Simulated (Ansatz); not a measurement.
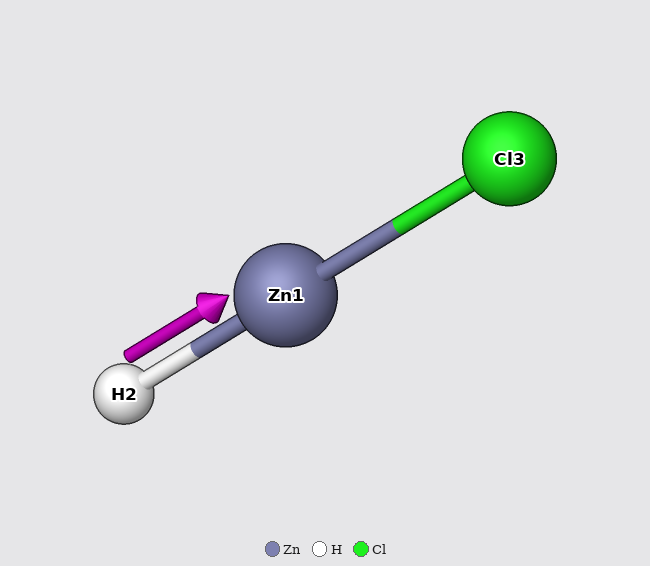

The arrows show one normal mode. Harmonic vibrations computed with RKS PBE0-D4/def2-TZVP (Ansatz 0.2.0) at a stationary point of the same level.

What kind of motion is it?

Answer. Mostly Zn–H stretching.

At what wavenumber does it lie?

Answer. 1978 cm⁻¹; it is mode 4 of 4 counted from the lowest.
